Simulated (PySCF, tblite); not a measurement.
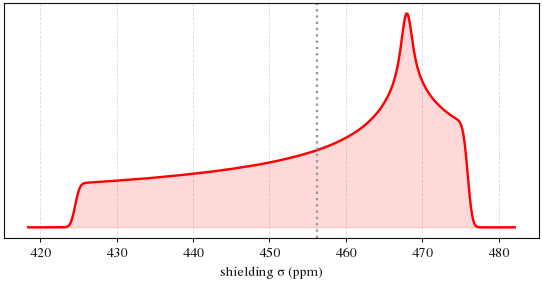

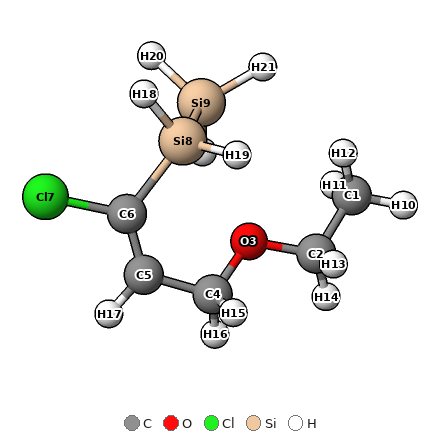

Static powder pattern (²⁹Si) from GIAO shielding tensors of C₅H₁₃ClOSi₂, SMILES CCOC/C=C(/Cl)[SiH2][SiH3], PBE0/pcSseg-1 in PySCF, at a GFN2-xTB geometry (a minimum by its frequencies); absolute shielding, one fixed geometry of the isolated molecule without any motion, no dipolar terms. The dotted line is the isotropic value; skew is 3(σiso − σ22)/span.

### The pattern belongs to Si9. Give the principal values, span and skew.

Si9: σ11, σ22, σ33 = 425, 468, 476 ppm, isotropic 456, span 51 ppm, skew −0.69.

Note: the tight-binding geometry is rougher than a DFT one and adds to the error; one conformer of a flexible molecule.
